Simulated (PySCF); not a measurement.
C7H3F3S, SMILES C#Cc1ccc(C(F)(F)F)s1, singlet at its GFN2-xTB optimised geometry (Å):

```
14

C     -1.9668    -2.7915    -0.0047
C     -1.2206    -1.8492     0.0002
C     -0.3702    -0.7383     0.0000
C      1.0011    -0.7383     0.0000
C      1.5457     0.5550     0.0000
C      0.5822     1.5244     0.0022
C      0.7966     2.9939    -0.0090
F      2.0926     3.3094     0.1281
F      0.1411     3.6285     0.9797
F      0.3849     3.5747    -1.1536
S     -1.0174     0.8742     0.0000
H     -2.5990    -3.6285    -0.0094
H      1.5869    -1.6391     0.0004
H      2.5990     0.7701     0.0013
```

Calculation: PySCF 2.14.0 with PBE/def2-TZVP.

Map of the HOMO−1 amplitude (bohr^(-3/2)) on the plane z = 1.5 Å; orbital energy -6.96 eV, overall sign arbitrary:

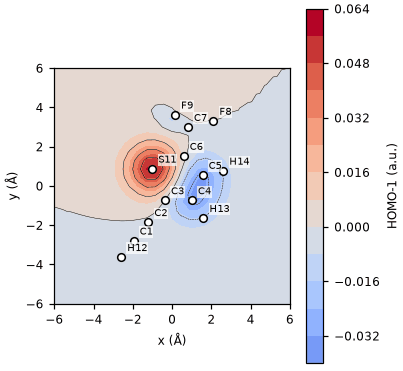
HOMO−1 amplitude (bohr^(-3/2)) on the plane z = 1.5 Å.
